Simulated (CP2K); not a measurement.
**HfH2Cl2O2 (SMILES Cl[Hf](Cl)(O)O) at revPBE-D3(BJ)/TZV2P-MOLOPT-PBE-GTH (core potential)**

What is the energy change on altering one bond length of HfH2Cl2O2 at revPBE-D3(BJ)/TZV2P-MOLOPT-PBE-GTH (core potential)? 

The results are computed with CP2K 2026.2.

## Step 1: The system as given

HfH2Cl2O2 has 7 atoms, charge 0, and is taken as a singlet. SMILES: `Cl[Hf](Cl)(O)O`. The shape is that of a PBE0-D4/def2-TZVP optimisation. This is one conformer, not always the lowest.

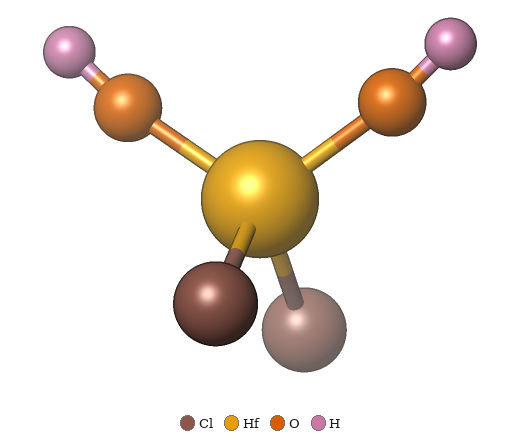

Viewed from a chosen angle; chlorine brown, hafnium amber, oxygen orange, hydrogen pink.

## Step 2: The energy at revPBE-D3(BJ)/TZV2P-MOLOPT-PBE-GTH (core potential)

Input file molecule.xyz:

```xyz
7

Cl    -1.456370    -2.174970     0.002810
Hf     0.098690    -0.403750    -0.023700
Cl     2.292700    -1.246870    -0.201240
O     -0.257230     0.704790    -1.520890
O     -0.055410     0.574120     1.593960
H     -0.457210     1.368980    -2.172410
H     -0.165190     1.177700     2.321450
```

Input file job.inp:

```
&FORCE_EVAL
  METHOD Quickstep
  &DFT
    BASIS_SET_FILE_NAME BASIS_MOLOPT_UZH
    POTENTIAL_FILE_NAME POTENTIAL_UZH
    CHARGE 0
    MULTIPLICITY 1
    ! Quickstep
    &QS
      METHOD GPW
      EPS_DEFAULT 1.0E-10
    &END
    &MGRID
      CUTOFF 400
      REL_CUTOFF 50
      NGRIDS 4
    &END
    ! cluster boundary conditions
    &POISSON
      PERIODIC NONE
      POISSON_SOLVER MULTIPOLE
    &END
    ! self-consistent field
    &SCF
      SCF_GUESS ATOMIC
      EPS_SCF 1.0E-06
      MAX_SCF 40
      &OT ON
        MINIMIZER DIIS
        PRECONDITIONER FULL_ALL
      &END
      &OUTER_SCF
        EPS_SCF 1.0E-06
        MAX_SCF 10
      &END
    &END
    ! functional
    &XC
      &XC_FUNCTIONAL
        &PBE
          PARAMETRIZATION REVPBE
        &END
      &END
      &VDW_POTENTIAL
        POTENTIAL_TYPE PAIR_POTENTIAL
        &PAIR_POTENTIAL
          TYPE DFTD3(BJ)
          PARAMETER_FILE_NAME dftd3.dat
          REFERENCE_FUNCTIONAL revPBE
          R_CUTOFF 15
        &END
      &END
    &END
    &PRINT
      &MOMENTS
        PERIODIC F
        REFERENCE COM
        MAX_MOMENT 1
      &END
      &MO_CUBES
        NLUMO 3
        NHOMO -1
        WRITE_CUBE F
      &END
      &HIRSHFELD OFF
      &END
    &END
  &END
  &SUBSYS
    &CELL
      ABC [angstrom] 10.7 10.5 11.5
      PERIODIC NONE
    &END
    &TOPOLOGY
      COORD_FILE_NAME molecule.xyz
      COORD_FILE_FORMAT XYZ
      &CENTER_COORDINATES
      &END
    &END
    &KIND Cl
      BASIS_SET TZV2P-MOLOPT-PBE-GTH-q7
      POTENTIAL GTH-PBE-q7
    &END
    &KIND Hf
      BASIS_SET TZV2P-MOLOPT-PBE-GTH-q12
      POTENTIAL GTH-PBE-q12
    &END
    &KIND O
      BASIS_SET TZV2P-MOLOPT-PBE-GTH-q6
      POTENTIAL GTH-PBE-q6
    &END
    &KIND H
      BASIS_SET TZV2P-MOLOPT-PBE-GTH-q1
      POTENTIAL GTH-PBE-q1
    &END
  &END
&END

&GLOBAL
  PROJECT_NAME job
  RUN_TYPE ENERGY
  PRINT_LEVEL MEDIUM
&END
```

Launch:

```
$ OMP_NUM_THREADS=1 cp2k.psmp -i job.inp -o job.out
```

Output:

```text
CP2K| version string:                                       CP2K version 2026.2
[...]
 GLOBAL| Method name                                                        CP2K
[...]
 GLOBAL| Run type                                                         ENERGY
[...]
 DFT| Spin restricted Kohn-Sham (RKS) calculation                            RKS
 DFT| Multiplicity                                                             1
[...]
 DFT| Charge                                                                   0
[...]
 FUNCTIONAL| PBE:
[...]
 QS| Method:                                                                 GPW
[...]
 QS| Density cutoff [a.u.]:                                                200.0
[...]
 QS| Relative density cutoff [a.u.]:                                        25.0
[...]
                             - Atoms:                                          7
[...]
                             - Spherical basis functions:                    186
[...]
 Number of electrons:                                                         40
[...]
     1 OT DIIS     0.15E+00    2.9     0.09639512      -109.6331278266 -1.10E+02
[...]
    31 OT DIIS     0.15E+00    3.2     0.00000087      -112.8667085232 -5.32E-10
  *** SCF run converged in    31 steps ***
[...]
  Overlap energy of the core charge distribution:               0.00000028208057
  Self energy of the core charge distribution:               -225.70273489531681
  Core Hamiltonian energy:                                     55.59622418881496
  Hartree energy:                                              77.02346900962849
  Exchange-correlation energy:                                -19.77134186855395
  Dispersion energy:                                           -0.01232523986980
  Total energy:                                              -112.86670852321654
[...]
                     Mulliken Population Analysis
 #  Atom  Element  Kind  Atomic population                           Net charge
       1     Cl       1          7.444966                             -0.444966
       2     Hf       2         10.265332                              1.734668
       3     Cl       1          7.441570                             -0.441570
       4     O        3          6.568383                             -0.568383
       5     O        3          6.568253                             -0.568253
       6     H        4          0.855645                              0.144355
       7     H        4          0.855851                              0.144149
 # Total charge                             40.000000                  0.000000
[...]
  Dipole moment [Debye]
    X= -0.8971715E+00 Y=  0.3718641E+01 Z=  0.2232799E+00  Total=      3.8318483
[...]
 WARNING : did not converge in ot_eigensolver
 number of iterations          299  exceeded maximum
 current gradient / target gradient   5.2776991576373186E-004  /    1.0000000000000001E-005
[...]
 HOMO - LUMO gap [eV] :    5.986461
 ENERGY| Total FORCE_EVAL ( QS ) energy [hartree]           -112.866708523216545
[...]
```

Wall time 1.8 min (1 thread of Intel Xeon at 2.70GHz, shared host); peak memory 1 GiB.

## Step 3: The distorted shape, same level

Input file job.inp:

```
&GLOBAL
  PROJECT job
  RUN_TYPE ENERGY
  PRINT_LEVEL MEDIUM
&END GLOBAL

&FORCE_EVAL
  METHOD Quickstep
  &DFT
    BASIS_SET_FILE_NAME BASIS_MOLOPT_UZH
    POTENTIAL_FILE_NAME POTENTIAL_UZH
    &QS
      METHOD GPW
      EPS_DEFAULT 1.0E-10
    &END QS
    &MGRID
      CUTOFF 400
      REL_CUTOFF 50
      NGRIDS 4
    &END MGRID
    &POISSON
      PERIODIC NONE
      POISSON_SOLVER MULTIPOLE
    &END POISSON
    &SCF
      SCF_GUESS ATOMIC
      EPS_SCF 1.0E-06
      MAX_SCF 30
      &OT
        MINIMIZER DIIS
        PRECONDITIONER FULL_ALL
      &END OT
      &OUTER_SCF
        EPS_SCF 1.0E-06
        MAX_SCF 10
      &END OUTER_SCF
    &END SCF
    &XC
      &XC_FUNCTIONAL
        &PBE
          PARAMETRIZATION REVPBE
        &END PBE
      &END XC_FUNCTIONAL
      &VDW_POTENTIAL
        POTENTIAL_TYPE PAIR_POTENTIAL
        &PAIR_POTENTIAL
          TYPE DFTD3(BJ)
          PARAMETER_FILE_NAME dftd3.dat
          REFERENCE_FUNCTIONAL revPBE
          R_CUTOFF 15
        &END PAIR_POTENTIAL
      &END VDW_POTENTIAL
    &END XC
    &PRINT
      &MOMENTS
        PERIODIC F
        REFERENCE COM
        MAX_MOMENT 1
      &END MOMENTS
      &MO_CUBES
        NLUMO 5
        NHOMO -1
        WRITE_CUBE F
      &END MO_CUBES
      &HIRSHFELD OFF
      &END HIRSHFELD
    &END PRINT
  &END DFT
  &SUBSYS
    &CELL
      ABC 12 12 11.5
      PERIODIC NONE
    &END CELL
    &COORD
      Cl    -2.700443    -3.591975     0.024018
      Hf     0.098690    -0.403750    -0.023700
      Cl     2.292700    -1.246870    -0.201240
      O     -0.257230     0.704790    -1.520890
      O     -0.055410     0.574120     1.593960
      H     -0.457210     1.368980    -2.172410
      H     -0.165190     1.177700     2.321450
    &END COORD
    &TOPOLOGY
      &CENTER_COORDINATES
      &END CENTER_COORDINATES
    &END TOPOLOGY
    &KIND Cl
      BASIS_SET TZV2P-MOLOPT-PBE-GTH-q7
      POTENTIAL GTH-PBE-q7
    &END KIND
    &KIND Hf
      BASIS_SET TZV2P-MOLOPT-PBE-GTH-q12
      POTENTIAL GTH-PBE-q12
    &END KIND
    &KIND O
      BASIS_SET TZV2P-MOLOPT-PBE-GTH-q6
      POTENTIAL GTH-PBE-q6
    &END KIND
    &KIND H
      BASIS_SET TZV2P-MOLOPT-PBE-GTH-q1
      POTENTIAL GTH-PBE-q1
    &END KIND
  &END SUBSYS
&END FORCE_EVAL
```

Launch:

```
$ OMP_NUM_THREADS=1 cp2k.psmp -i job.inp > job.out 2>&1
```

Output, cut to the lines that bear on the results:

```text
CP2K| version string:                                       CP2K version 2026.2
[...]
 GLOBAL| Method name                                                        CP2K
[...]
 GLOBAL| Run type                                                         ENERGY
[...]
 DFT| Spin restricted Kohn-Sham (RKS) calculation                            RKS
 DFT| Multiplicity                                                             1
[...]
 DFT| Charge                                                                   0
[...]
 FUNCTIONAL| PBE:
[...]
 QS| Method:                                                                 GPW
[...]
 QS| Density cutoff [a.u.]:                                                200.0
[...]
 QS| Relative density cutoff [a.u.]:                                        25.0
[...]
                             - Atoms:                                          7
[...]
                             - Spherical basis functions:                    186
[...]
 Number of electrons:                                                         40
[...]
     1 OT DIIS     0.15E+00    3.7     0.09955105      -109.7028321909 -1.10E+02
[...]
    13 OT DIIS     0.15E+00    3.7     0.00000030      -112.7273362149 -3.00E-10
  *** SCF run converged in    13 steps ***
[...]
  Overlap energy of the core charge distribution:               0.00000027932486
  Self energy of the core charge distribution:               -225.70273489531681
  Core Hamiltonian energy:                                     55.31791775626184
  Hartree energy:                                              77.31007897371586
  Exchange-correlation energy:                                -19.64294546505197
  Dispersion energy:                                           -0.00965286379949
  Total energy:                                              -112.72733621486570
[...]
                     Mulliken Population Analysis
 #  Atom  Element  Kind  Atomic population                           Net charge
       1     Cl       1          7.548333                             -0.548333
       2     Hf       2         10.327261                              1.672739
       3     Cl       1          7.357451                             -0.357451
[...]
  Dipole moment [Debye]
    X=  0.4885887E+01 Y=  0.9859157E+01 Z=  0.1083300E+00  Total=     11.0039357
[...]
 HOMO - LUMO gap [eV] :    0.627276
 ENERGY| Total FORCE_EVAL ( QS ) energy [hartree]           -112.727336214865701
[...]
```

Run time: 2.8 min. Hardware: 1 thread of Intel Xeon at 2.70GHz, shared host; peak memory 1.3 GiB.

## Step 4: Results

At revPBE-D3(BJ)/TZV2P-MOLOPT-PBE-GTH (core potential):

```
                                                           quantity          value
                                          first shape: total energy  -112.86671 Eh
                                         first shape: dipole moment         3.83 D
                                           first shape: HOMO energy       -7.52 eV
                                           first shape: LUMO energy       -1.53 eV
                                         first shape: HOMO–LUMO gap        5.99 eV
                                     first shape: dispersion energy  -32.36 kJ/mol
                                      distorted shape: total energy  -112.72734 Eh
                                     distorted shape: dipole moment        11.00 D
                                       distorted shape: HOMO energy       -4.87 eV
                                       distorted shape: LUMO energy       -4.24 eV
                                     distorted shape: HOMO–LUMO gap        0.63 eV
                                 distorted shape: dispersion energy  -25.34 kJ/mol
energy change with the Cl1–Hf2 bond stretched from 2.357 to 4.243 Å       3.793 eV
```

**Reading.** One bond (distorted shape) is far stretched, which a spin-restricted single reference describes badly; a broken-symmetry solution may lie lower. With the Cl1–Hf2 bond stretched from 2.357 to 4.243 Å the energy rises by 3.79 eV (366 kJ/mol). The first shape isn't relaxed at this level, so the change isn't measured from a minimum. A restricted reference can't describe the breaking bond well at this length.
